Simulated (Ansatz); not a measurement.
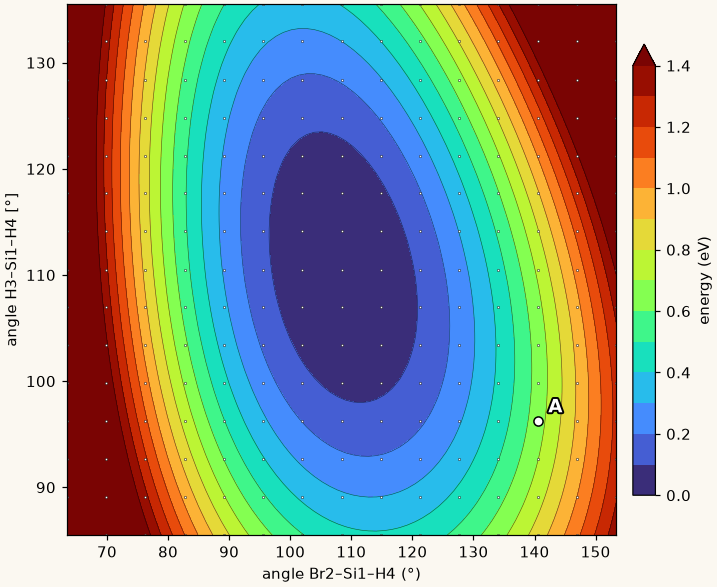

BrH3Si, SMILES [SiH3]Br. The first coordinate is: angle Br2–Si1–H4; the second: angle H3–Si1–H4. Nothing is relaxed (all other coordinates rigid). The grid has 15 × 15 points. Energies are in eV, from the lowest grid point. Theory: RKS PBE0-D4/def2-TZVP (Ansatz 0.2.0).

In the figure: filled contours, dots at the grid points, one colour for all values above the top of the scale, the point A. Between grid points the surface is interpolated.

Which way does the force act at A, and how strong is it?

Answer. A, at angle Br2–Si1–H4 = 140.5°, angle H3–Si1–H4 = 96.2°, is not a stationary point. The computed force is 0.036 eV for each degree towards smaller values of angle Br2–Si1–H4 and 0.0082 eV for each degree towards larger values of angle H3–Si1–H4.
